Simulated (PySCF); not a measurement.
Vertical excitations of a molecule C₃H₈O₂Si from TDDFT-M06-2X/def2-SVPD in PySCF, as energy in eV (oscillator strength): 2.85 (0.000), 6.67 (0.031), 6.77 (0.001), 6.87 (0.004), 7.01 (0.016), 7.36 (0.073), 7.49 (0.007), 7.74 (0.034), 7.84 (0.028), 7.95 (0.021). Lowest triplet (TDA): 2.39 eV. Geometry: B3LYP-D3(BJ)/def2-SVP. One conformer was computed; it need not be the lowest.

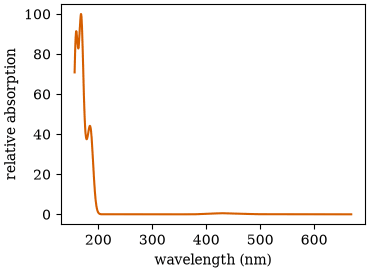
Figure. The lines broadened by 0.4 eV.

Task: Which molecule gave these data?
A) COC[SiH2]C=O
B) C[Si]1(C)OCO1
C) O[C@@H]1[C@H](O)[C@@H]1[SiH3]
D) C1CO[SiH2]CO1

Result: A, COC[SiH2]C=O
